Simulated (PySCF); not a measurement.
System: C2H7BO2Si (SMILES B[C@H]1CO[SiH2]O1).

```xyz
13

B     1.9505   -0.0870   -0.4560
C     0.6437   -0.3143    0.3832
C    -0.1379    1.0457    0.4264
O    -1.4928    0.7810    0.2693
Si   -1.7717   -0.7359   -0.2983
O    -0.2431   -1.2795   -0.1553
H     2.0534   -0.5412   -1.5236
H     2.7797    0.5938    0.0034
H     0.8396   -0.6155    1.4211
H     0.0244    1.5569    1.3779
H     0.1923    1.7033   -0.3875
H    -2.6877   -1.3852    0.6240
H    -2.1547   -0.7216   -1.7024
```

Geometry: GFN2-xTB.

The calculation used PBE0/pcSseg-1, SCF density, gas phase, non-relativistic in PySCF.

What will maps of the electron density and electron localisation function show?

C–O (1.42 Å): ρ is about 2 e/Å³ halfway, with its minimum of 1.7 e/Å³ about 0.5 Å from C; the ELF peaks at about 0.85 between the atoms, as expected for a shared but strongly polarised pair.
C–B (1.57 Å): ρ is about 1.5 e/Å³ halfway; the ELF peaks at about 1 between the atoms (a covalent bond).
B–H (1.16 Å): ρ is about 1.3 e/Å³ halfway; the ELF climbs to about 1 towards the hydrogen, as it does in any bond to H: an ordinary covalent bond to hydrogen.

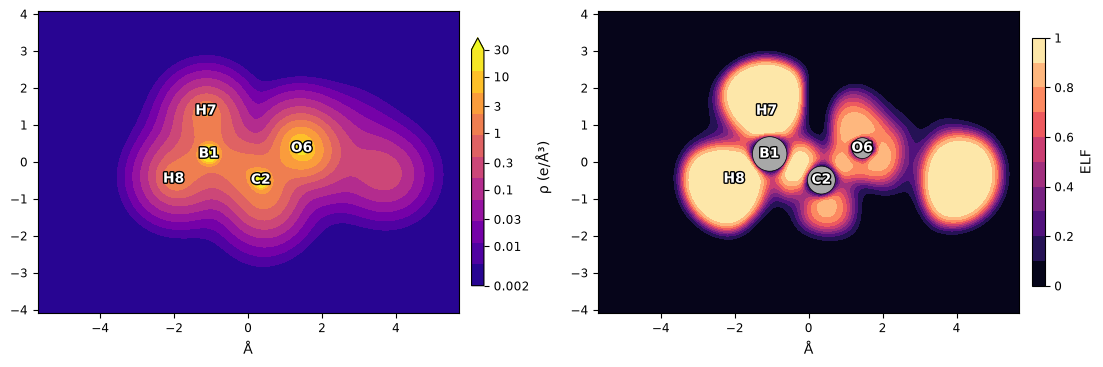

Computed electron density and electron localisation function on the plane of atoms H7, B1 and H8, in this order. Grey discs cover the atomic cores in the ELF map. 
